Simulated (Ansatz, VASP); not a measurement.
# Zn2Se: VASP beside Ansatz, part 2 of 2

Aim: how closely do two programs agree when they are given the same cell, functional and k mesh? The cell is invented: As first built, before any earlier steps moved the atoms (in the runner's words): it takes the Cu2Se structure with some of its atoms replaced by other elements, volume scaled by an estimate. It may not be a known or stable phase. The cell is taken from a series of VASP runs on this material, whose earlier steps may have relaxed, scaled or displaced it; both programs get it as it stands. Other levels of theory on this material are compared in a session of their own. Valence electrons are named where the data sets of a main pair hold unlike numbers.

VASP 6.6.1 and Ansatz 0.2.0.

So far. Step 3 (VASP: band structure, LDA): The PAW data sets were made with PBE, though LDA sets exist; pressures can shift by 1 GPa and more with it. At this level the cell is under a tension of 5.8 GPa, so at these settings it is away from equilibrium.

## (6) VASP: band structure, r2SCAN

Level of this step: r2SCAN; plane waves and PAW (Se, Zn); invented cell (VASP).

The same cell, functional, mesh and smearing now go to VASP, with its own data sets.

INCAR

```
SYSTEM = Zn2Se
PREC = Accurate
ENCUT = 400
EDIFF = 1E-06
NELM = 100
ISMEAR = 0
SIGMA = 0.02
LREAL = .FALSE.
ALGO = Normal
METAGGA = R2SCAN
LASPH = .TRUE.
LORBIT = 11
LWAVE = .FALSE.
LCHARG = .FALSE.
KPAR = 4
```

POSCAR

```
Zn2Se
1.0
    0.0000000000      3.2091025107      3.2091025107
    3.2091025107      0.0000000000      3.2091025107
    3.2091025107      3.2091025107      0.0000000000
Se Zn
1 2
Direct
    0.0000000000      0.0000000000      0.0000000000
    0.7500000000      0.7500000000      0.7500000000
    0.2500000000      0.2500000000      0.2500000000
```

KPOINTS

```
Automatic mesh
0
Gamma
4 4 4
0 0 0
```

KPOINTS_OPT

```
Line mode
16
Line-mode
Reciprocal
  0.00000000   0.00000000   0.00000000 GAMMA
  0.50000000   0.00000000   0.50000000 X

  0.50000000   0.00000000   0.50000000 X
  0.50000000   0.25000000   0.75000000 W

  0.50000000   0.25000000   0.75000000 W
  0.37500000   0.37500000   0.75000000 K

  0.37500000   0.37500000   0.75000000 K
  0.00000000   0.00000000   0.00000000 GAMMA

  0.00000000   0.00000000   0.00000000 GAMMA
  0.50000000   0.50000000   0.50000000 L

  0.50000000   0.50000000   0.50000000 L
  0.62500000   0.25000000   0.62500000 U

  0.62500000   0.25000000   0.62500000 U
  0.50000000   0.25000000   0.75000000 W

  0.50000000   0.25000000   0.75000000 W
  0.50000000   0.50000000   0.50000000 L

  0.50000000   0.50000000   0.50000000 L
  0.37500000   0.37500000   0.75000000 K

  0.62500000   0.25000000   0.62500000 U
  0.50000000   0.00000000   0.50000000 X
```

PAW data sets: Se and Zn (PBE family, release 64).

Run with:

```sh
$ mpirun -np 4 vasp_std
```

Numbers of over 12 decimals in the logs are rounded to 6 here.

Log:

```text
[banner, memory and clock lines left out]
running    4 mpi-ranks, on    1 nodes
[...]
[... a notice as in an earlier step ...]

 LDA part: xc-table for (None), standard interpolation
 POSCAR, INCAR and KPOINTS ok, starting setup
[...]
entering main loop
       N       E                     dE             d eps       ncg     rms          rms(c)
DAV:   1     0.112378981002E+03    0.11238E+03   -0.13211E+04   304   0.173E+03
DAV:   2    -0.271005330300E+02   -0.13948E+03   -0.13615E+03   307   0.316E+02
DAV:   3    -0.362521415298E+02   -0.91516E+01   -0.90384E+01   362   0.868E+01
DAV:   4    -0.363969132382E+02   -0.14477E+00   -0.14457E+00   325   0.101E+01
[...]
DAV:  12    -0.318030963110E+02   -0.17054E-04   -0.74172E-05   304   0.831E-02    0.188E-02
DAV:  13    -0.318030983291E+02   -0.20180E-05   -0.23876E-05   334   0.101E-01    0.670E-03
DAV:  14    -0.318030988759E+02   -0.54687E-06   -0.21489E-06   219   0.125E-02
   1 F= -.31803099E+02 E0= -.31803099E+02  d E =-.367679E-12
 Start KPOINTS_OPT (optional k-point list driver)
k-point batch [1-8\160]
       N       E                     dE             ncg
DAV:   1     0.204467726932E+03   -0.96260E+03      304
DAV:   2    -0.955398825052E+03   -0.11599E+04      307
DAV:   3    -0.103997705639E+04   -0.84578E+02      351
DAV:   4    -0.104144889177E+04   -0.14718E+01      310
DAV:   5    -0.104145855135E+04   -0.96596E-02      325
DAV:   6    -0.104145865752E+04   -0.10617E-03      316
DAV:   7    -0.104145865931E+04   -0.17903E-05      252
DAV:   8    -0.104145865936E+04   -0.50111E-07      179
[...]
k-point batch [153-160\160]
       N       E                     dE             ncg
DAV:   1    -0.129049965558E+02   -0.65575E+04      304
DAV:   2    -0.104523160370E+04   -0.10323E+04      307
DAV:   3    -0.110515159599E+04   -0.59920E+02      343
DAV:   4    -0.110591009541E+04   -0.75850E+00      349
DAV:   5    -0.110591366473E+04   -0.35693E-02      319
DAV:   6    -0.110591368939E+04   -0.24660E-04      346
DAV:   7    -0.110591368963E+04   -0.23628E-06      191
```

Parts of OUTCAR (step 6):

```text
  Total       -1.1318155     -1.1318155     -1.1318155     -0.0000000     -0.0000000     -0.0000000
  in kB      -27.4350320    -27.4350320    -27.4350320     -0.0000000     -0.0000000     -0.0000000
  external PRESSURE =     -27.4350320 kB  Pullay stress =       0.0000000 kB

 POSITION                                       TOTAL-FORCE (eV/Angst)
 -----------------------------------------------------------------------------------
      0.00000      0.00000      0.00000         0.000000      0.000000      0.000000
      4.81365      4.81365      4.81365        -0.000000     -0.000000     -0.000000
      1.60455      1.60455      1.60455         0.000000      0.000000      0.000000
 -----------------------------------------------------------------------------------
    total drift:                               -0.000000      0.000000      0.000000

  FREE ENERGIE OF THE ION-ELECTRON SYSTEM (eV)
  ---------------------------------------------------
  free  energy   TOTEN  =       -31.8030988759 eV

  energy  without entropy=      -31.8030988759  energy(sigma->0) =      -31.80309888

[... 2 parts as in an earlier step ...]

[... 1 further part left out ...]
[key lines of the parts left out:]
E-fermi :   2.4427
```

At this level the cell is under a tension of 2.7 GPa, so at these settings it is away from equilibrium.

## (7) Differences

What differs besides the data sets and the points named for the pairs above, as far as they apply: VASP keeps PBE cores, Ansatz makes them for the functional; the data sets hold 40 valence electrons in Ansatz (on its default PAW (the set named soft_2) files) and 30 in VASP; the cutoff is 500 eV in Ansatz and 400 eV in VASP. Total energies have different zeros and are not compared.

Compared:

```tsv
quantity	Ansatz	VASP	difference
pressure (GPa)	-2.45	-2.74	+0.30
```

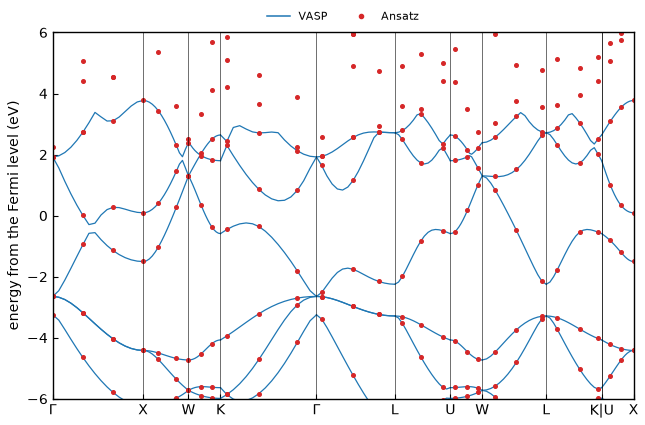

Bands from VASP (lines) and levels from Ansatz (dots). Dots without a line are higher empty bands that the VASP plot leaves out.

Levels from 3 eV below to 2 eV above the Fermi level differ by 5 meV r.m.s. and 8 meV at most; each VASP level is matched to the nearest of Ansatz, which flatters the figure a little.

## (8) Results

```yaml
r_m_s_difference_of_levels_near_the_fermi_level_band_structure_lda: 5.4 meV
r_m_s_difference_of_levels_near_the_fermi_level_band_structure_r2scan: 5.5 meV
```

What this shows: The r.m.s. difference of levels near the Fermi level is 5.5 meV (band structure, r2SCAN), within the 80 meV picked in this series as the mark of a large difference. The data sets hold unlike numbers of valence electrons (40 in Ansatz and 30 in VASP), so part of the differences comes from the potentials. 3 further runs of this series are not shown here. How closely two codes agree says nothing of how well the functional describes the real material.

[Lines on the potential files, build, host, timing and source positions are cut from VASP's logs without a mark.]

[Logs are printed without paths, hosts, clocks, repeated set-up lines and the standing remarks that a program may print on its own settings, such as how far it seeks lower states.]

[Hosts, paths, dates, database ids (printed as entryN), source tags and the programs' standing remarks are cut or masked in the printed files.]
